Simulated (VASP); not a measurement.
Band structure of NbZr$_{3}$C$_{4}$ (ordered alloy cell). These are PBEsol GGA, VASP's PBE PAW potentials (set 64) (plane waves; VASP) values and carry that method's errors.

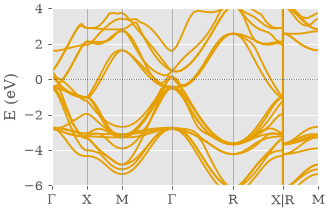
Figure: Bands along high-symmetry lines, zero at the valence-band maximum or, without a gap, the Fermi level

Question: Read the plot: is there a gap, and where are the band edges?

Answer: It has no gap at this level: it comes out as a metal or semimetal. (Edges off the drawn lines would not show.)

The structure was generated: NbZr3C4 was put into an ordered model structure (Pm-3m), which need not be its known phase. It was relaxed first. The electron count is odd and the run is not spin-polarised, which forces a metal.
